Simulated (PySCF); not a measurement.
**C5H11ClOSi2: density, localisation and related maps**

```yaml
atoms:
  - { symbol: C, position_ang: [-2.4117, 0.6558, -0.8903] }
  - { symbol: C, position_ang: [-1.2989, 0.0970, -0.4370] }
  - { symbol: C, position_ang: [-1.3347, -1.1331, 0.4176] }
  - { symbol: C, position_ang: [0.0509, 0.6899, -0.7406] }
  - { symbol: C, position_ang: [1.0590, -0.3504, -1.2823] }
  - { symbol: Si, position_ang: [2.1724, -0.9621, 0.1435] }
  - { symbol: O, position_ang: [1.9339, 0.2936, 1.1835] }
  - { symbol: Si, position_ang: [0.8754, 1.4733, 0.8115] }
  - { symbol: Cl, position_ang: [-0.3375, 1.7595, 2.3732] }
  - { symbol: H, position_ang: [-3.3837, 0.2541, -0.6592] }
  - { symbol: H, position_ang: [-2.3998, 1.5409, -1.5043] }
  - { symbol: H, position_ang: [-0.8553, -1.9696, -0.0898] }
  - { symbol: H, position_ang: [-0.8078, -0.9636, 1.3551] }
  - { symbol: H, position_ang: [-2.3621, -1.4092, 0.6414] }
  - { symbol: H, position_ang: [-0.1052, 1.4563, -1.5055] }
  - { symbol: H, position_ang: [1.6946, 0.1467, -2.0192] }
  - { symbol: H, position_ang: [0.5368, -1.1394, -1.8232] }
  - { symbol: H, position_ang: [3.5959, -0.9394, -0.1678] }
  - { symbol: H, position_ang: [1.7265, -2.1662, 0.8348] }
  - { symbol: H, position_ang: [1.6461, 2.6765, 0.5362] }
```

Geometry: GFN2-xTB.

Theory: PBE0/pcSseg-1, SCF density, gas phase, non-relativistic (PySCF 2.14.0).

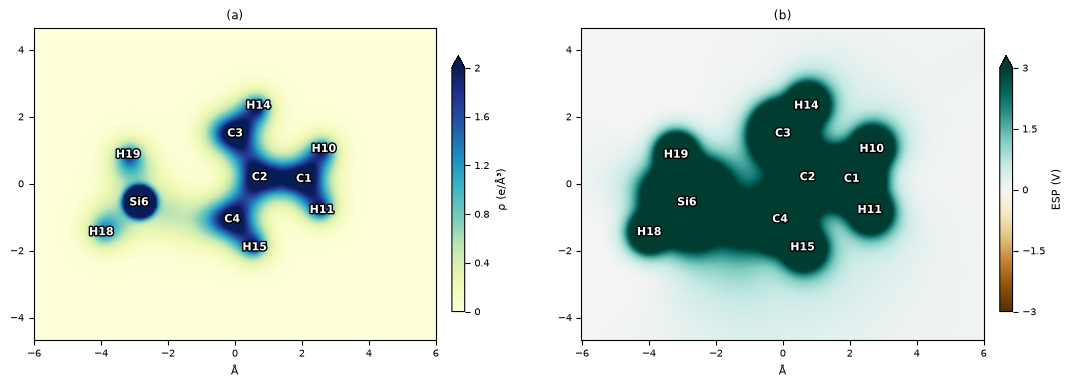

Figure 1. (a) electron density; (b) electrostatic potential on the plane of atoms C2, C3 and H14.

> What does the map show?

- The plane passes through C, Si and H nuclei.
- C–C (1.33 Å): ρ at the midpoint is about 2.3 e/Å³.
- C–H (1.08 Å): the density is about 2 e/Å³ at the midpoint.
- C–C (1.50 Å): the density is about 1.7 e/Å³ at the midpoint.
- Si–H (1.46 Å): ρ at the midpoint is about 0.83 e/Å³.
- The potential has no marked negative region in this plane.

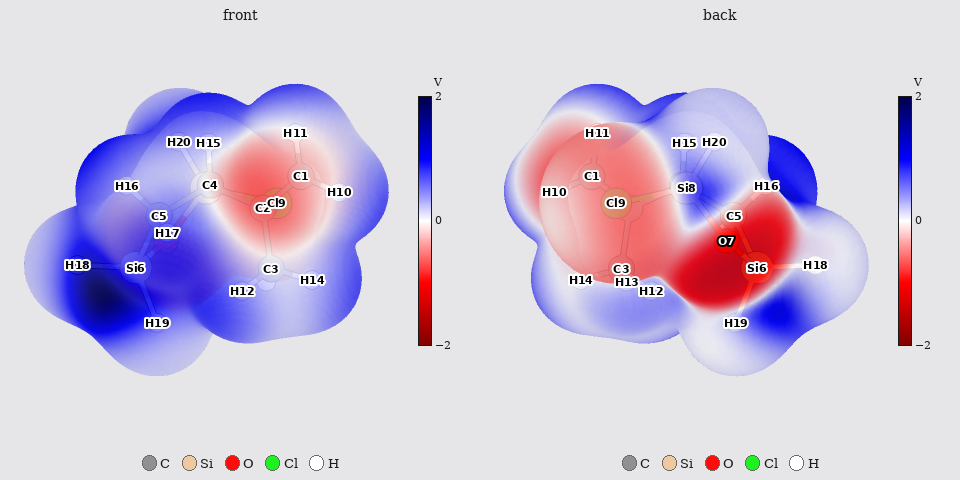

Figure 2. The molecular electrostatic potential painted on the density surface at 0.002 e/bohr³, seen from the front and from behind; the colour scale runs from red (negative) to blue (positive).

> Which sites attract a positive test charge, and which a negative one?

A positive charge is drawn to the negative regions and a negative charge to the positive ones. The most negative region (about −1.3 V, or −30 kcal/mol for a unit charge) lies over O7, the most positive (about +1.8 V, or +42 kcal/mol for a unit charge) over Si6. O7 is the likeliest acceptor of a hydrogen bond.

> What dipole moment does the calculation give?

Its dipole moment is 2.48 D.
